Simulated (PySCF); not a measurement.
```xyz
17

B     0.2955    1.6580    1.3943
C     0.0136    0.2475    0.8367
Si   -1.5171    0.4418   -0.3391
N    -1.6176   -1.0918   -1.0979
C     1.0781   -0.4274    0.0494
C     1.7724    0.1120   -0.9592
C     1.3105   -1.7876    0.4083
C     1.7007   -2.8096    0.9229
H    -0.3627    2.0646    2.2724
H     1.1307    2.3369    0.9372
H    -0.3543   -0.4328    1.6093
H    -2.6683    0.8318    0.4868
H    -1.2871    1.4372   -1.3876
H    -2.3893   -1.3272   -1.6970
H    -1.2229   -1.9157   -0.6725
H     1.5342    1.0923   -1.3349
H     2.5767   -0.4181   -1.4391
```

Geometry: GFN2-xTB.

Computed with UKS B3LYP, pcH-1 on B C H N Si, non-relativistic, mean-field spin-orbit, GIAO (PySCF 2.14.0, density-fitted response routines).

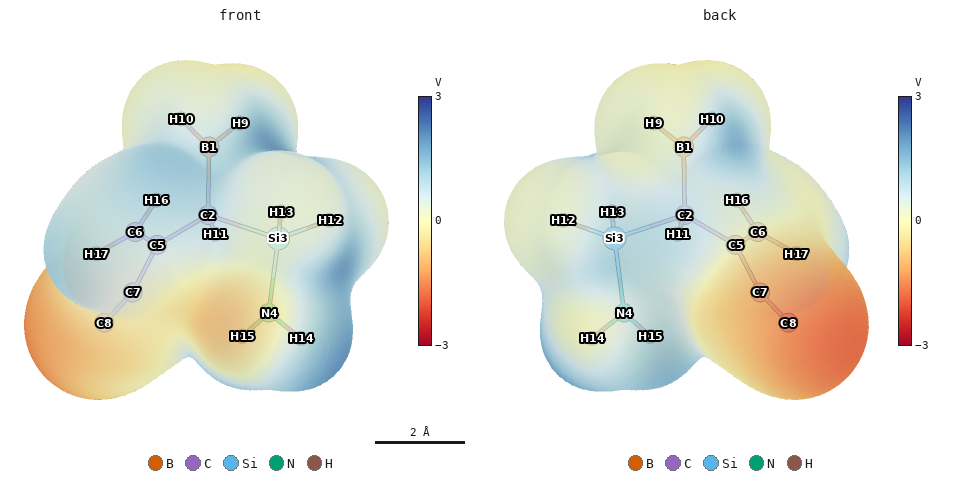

C₅H₉BNSi (doublet). The molecular electrostatic potential painted on the density surface at 0.002 e/bohr³, seen from the front and from behind; the colour scale runs from red (negative) to blue (positive).

**Which sites attract a positive test charge, and which a negative one?**

A positive charge is drawn to the negative regions and a negative charge to the positive ones. The most negative region (about −1.9 V) lies over C8, the most positive (about +2.0 V) over B1, Si3 and H14.
